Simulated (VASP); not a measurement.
Band structure of Hg4S3Se (ordered alloy cell). All values below come from PBEsol GGA, VASP's PBE PAW potentials (set 64) (plane waves; VASP 6.6.1).

Unless said otherwise, spin-orbit coupling is left out, though it shifts the bands of the heavy elements here.

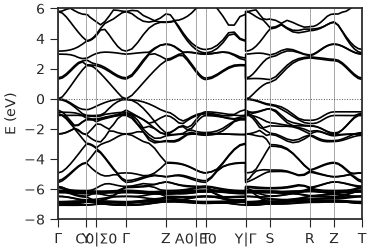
*Bands along high-symmetry lines, zero at the valence-band maximum or, without a gap, the Fermi level*

**Question.** Read the plot: is there a gap, and where are the band edges?

**Answer.** It has no gap at this level: it comes out as a metal or semimetal. (Edges off the drawn lines would not show.)

The structure was generated: Hg4S3Se was put into an ordered model structure (Amm2), which need not be its known phase. It was relaxed first.
